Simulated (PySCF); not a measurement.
C5H14GaN

```xyz
21

C    -2.4660   -1.7219   -0.3502
C    -2.1487   -0.4910    0.0592
C    -1.3676    0.5063   -0.7408
C     0.0220    0.7931   -0.1467
C    -0.0514    1.6211    1.1326
Ga    1.0196   -0.9369    0.1086
N     3.0325   -0.1258    0.1744
H    -3.0035   -2.4207    0.2964
H    -2.1934   -2.0762   -1.3502
H    -2.4404   -0.1868    1.0727
H    -1.2555    0.1235   -1.7687
H    -1.9486    1.4482   -0.8145
H     0.5760    1.3806   -0.9043
H    -0.6062    2.5674    0.9881
H    -0.5475    1.0746    1.9512
H     0.9502    1.8942    1.5076
H     1.0318   -1.5883    1.5553
H     1.2037   -1.8733   -1.1599
H     3.7159   -0.8638    0.3401
H     3.2803    0.3371   -0.6995
H     3.1261    0.5563    0.9266
```

Geometry: PBE0-D3(BJ)/def2-SVP.

The calculation used CAM-B3LYP/def2-SVPD, SCF density, gas phase in PySCF.

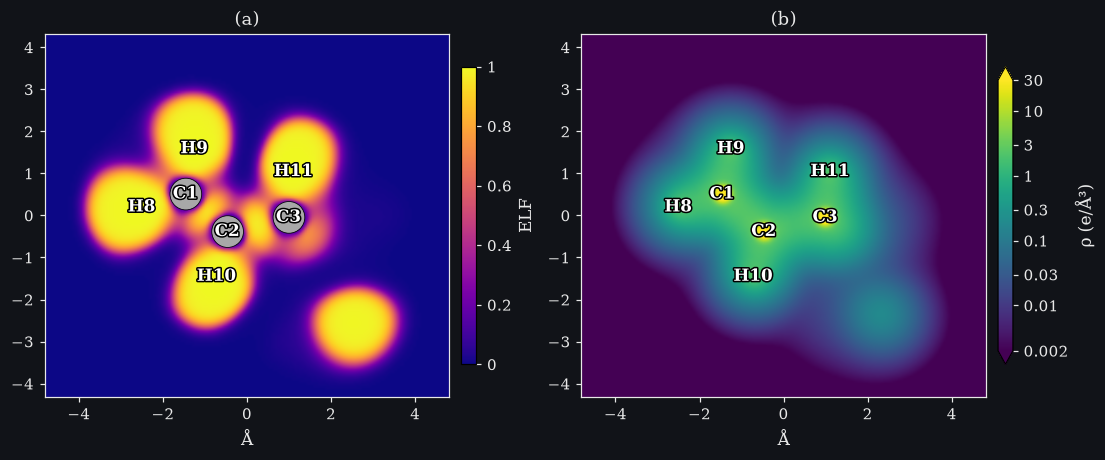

Figure 1. (a) ELF; (b) electron density on the plane of atoms C1, C2 and H10. Grey discs cover the atomic cores in the ELF map.

**What does the map show?**

The plane passes through C and H nuclei. C–C (1.34 Å): ρ is about 2.3 e/Å³ halfway; the ELF peaks at about 0.95 between the atoms (a short, multiple covalent bond). C–C (1.50 Å): ρ is about 1.8 e/Å³ halfway; the ELF peaks at about 0.95 between the atoms: localised, covalent bonding. C–H (1.09 Å): ρ at the midpoint is about 1.9 e/Å³; the ELF climbs to about 1 towards the hydrogen, as it does in any bond to H (a covalent bond by its length).

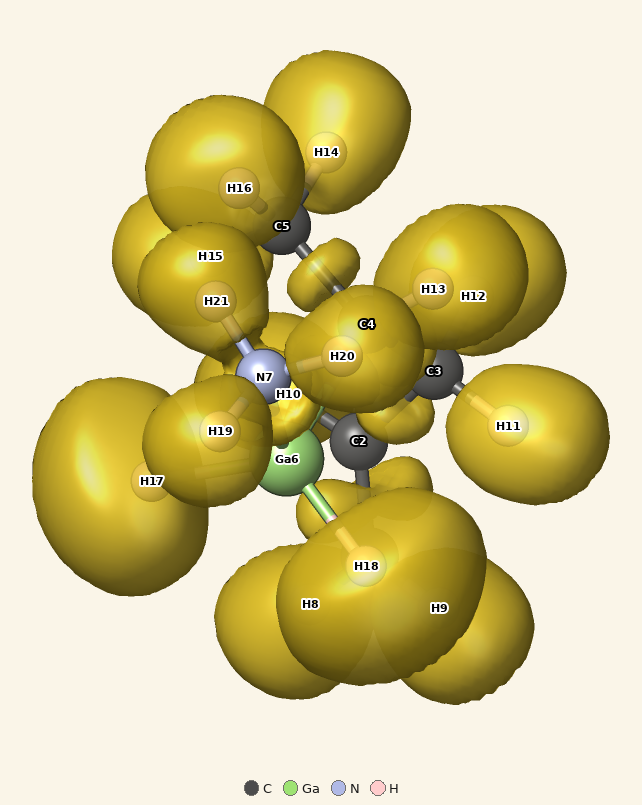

Figure 2. Isosurface of the electron localisation function at 0.8 (yellow), seen at an oblique angle. Only the valence region is drawn (cores and ρ < 0.01 e/Å³ removed).

**Identify the bonds, lone pairs and shells in this picture.**

At this value the surface marks out four regions between bonded C–C atoms (shared pairs), eleven regions around hydrogen nuclei, one lobe of the valence shell of C pointing towards Ga (polar bonds) and one joined region spread over several atoms (H, N), in which their bonds and any lone pairs are merged.


 C–Ga (2.01 Å): the ELF peaks at about 0.95 in the valence shell of C, 0.7 Å from its nucleus, and is about 0.65 at the midpoint.

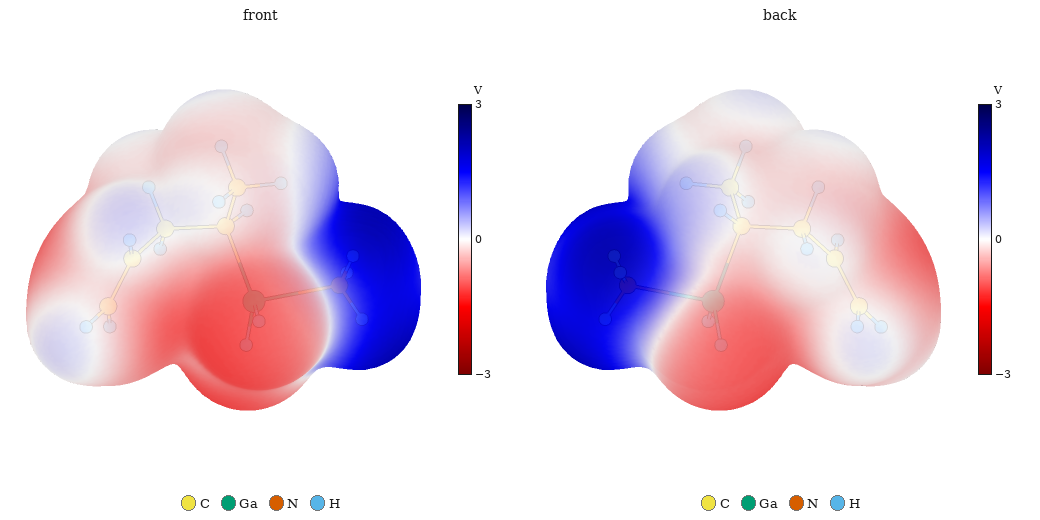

Figure 3. The molecular electrostatic potential painted on the density surface at 0.001 e/bohr³, seen from the front and from behind; red is negative and blue positive.

**Where is the surface potential most negative and most positive?**

The most negative region (about −1.1 V) lies over H17, the most positive (about +2.1 V) over H19, H20 and H21.
